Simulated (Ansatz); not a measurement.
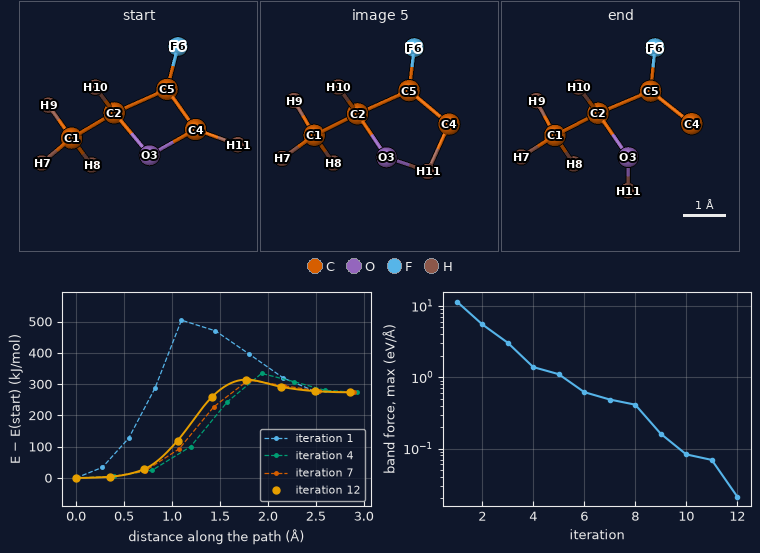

NEB run on C4H5FO. Images are numbered from 0 (start) to 8 (end). The plot follows the band through its iterations. Style: ball-and-stick. Shown at a tilt.

All numbers below come from Ansatz, RKS PBE/def2-SVP. Settings: 7 movable images; climbing image; force threshold 0.05 eV/Å; iteration limit 60; spring constant 0.5 eV/Å²; starting path through a guess of the saddle point.

Did the band converge, and can the barrier be trusted?

The run is converged, with reservations. The band converged in 12 iterations. The largest component of the band force went from 12 to 0.021 eV/Å. The climbing image converged on the top of the path. Its curvatures weren't checked. The first iteration put the highest image at 504.5 kJ/mol. Forward barrier 314.3 kJ/mol, backward barrier 40.5 kJ/mol, with image 5 at the top; the reaction energy is +273.8 kJ/mol.
